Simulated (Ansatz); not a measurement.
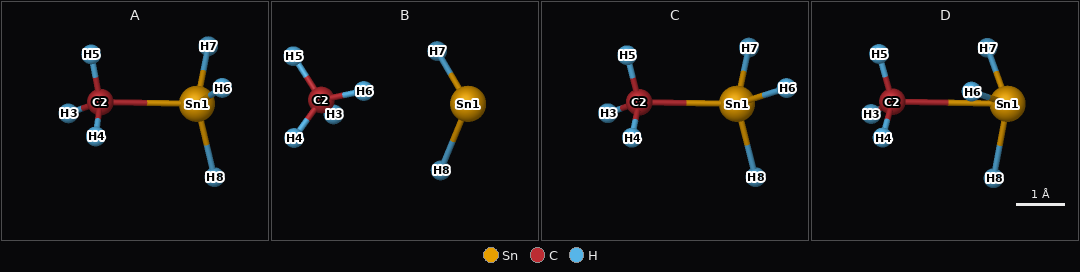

4 geometries from a converged minimum-energy path of CH6Sn, shuffled. The picture is a ball-and-stick view, seen at a tilt.

Level of theory: RKS B3LYP-D4/def2-SVP in Ansatz 0.2.0. Settings: 5 movable images; climbing image; force threshold 0.05 eV/Å; iteration limit 60; starting path through a guess of the saddle point.

Q: Which of them lies highest in energy?

A: D. In order along the path, whose images run from 0 to 6: C (image 0, 0.0 kJ/mol), A (image 1, +22.0 kJ/mol), D (image 3, +218.9 kJ/mol), B (image 6, +16.5 kJ/mol). Breaking: Sn1–C2 (2.17 → 2.55 at the top → 3.24 Å), Sn1–H6 (1.72 → 1.72 at the top → 2.70 Å). Forming: C2–H6 (3.20 → 1.85 at the top → 1.10 Å).
